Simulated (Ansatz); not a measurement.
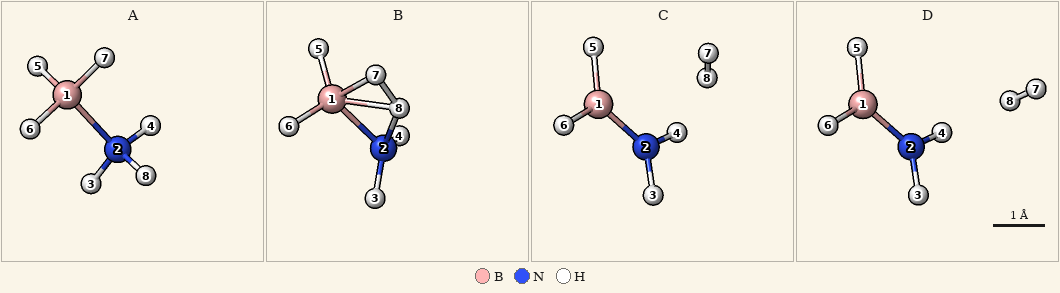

4 geometries from a converged minimum-energy path of BNH6, made up of BNH$_{4}$ and H2, shuffled. Style: ball-and-stick. Shown from a free direction.

Computed with Ansatz, RKS B3LYP/def2-SVP. Set-up: 5 movable images; climbing image; force threshold 0.05 eV/Å; iteration limit 60; starting path through a guess of the saddle point.

Which of them lies highest in energy?

B. In order along the path, whose images run from 0 to 6: D (image 1, +0.01 eV), C (image 2, +0.04 eV), B (image 4, +1.71 eV), A (image 6, +0.04 eV). Breaking: H7–H8 (0.76 → 1.00 at the top → 2.57 Å). Forming: B1–H7 (4.39 → 1.39 at the top → 1.22 Å), N2–H8 (2.85 → 1.39 at the top → 1.02 Å).

Limits of the set-up: the start holds two separate molecules, 2.8 Å apart at their closest, whose relative position is a soft coordinate and is computed without a dispersion correction.
